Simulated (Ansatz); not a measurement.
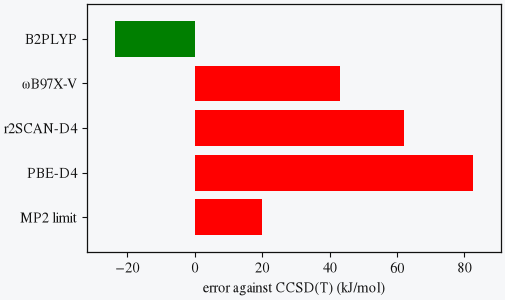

Error in the electronic atomisation energy (method less reference, so positive means overbinding) of C₂H₁₀B₂Si, SMILES CBB(C)[SiH3]: functionals in def2-TZVPP against frozen-core CCSD(T) at the limit (MP2 extrapolated from triple and quadruple zeta, plus CCSD(T) less MP2 in a smaller set), which gives 5303.5 kJ/mol, at a PBE0-D4/def2-TZVP geometry (no frequency check), no zero-point or spin-orbit term, the Ansatz code. The reference leaves out core correlation, a term that grows with the number of heavy atoms. B2PLYP holds a correlation term that converges slowly with the basis, so part of the distance to the limit is basis error. No dispersion term is added to B2PLYP. Limit means the basis limit.

What range do the values span?

From −23.5 kJ/mol (B2PLYP) to 82.4 kJ/mol (PBE-D4).

Give the values.

| level | kJ/mol |
| --- | --- |
| B2PLYP | −23.5 |
| ωB97X-V | 43.0 |
| r2SCAN-D4 | 62.2 |
| PBE-D4 | 82.4 |
| MP2 limit | 20.0 |

Limits of at least one run: one conformer of a flexible molecule.
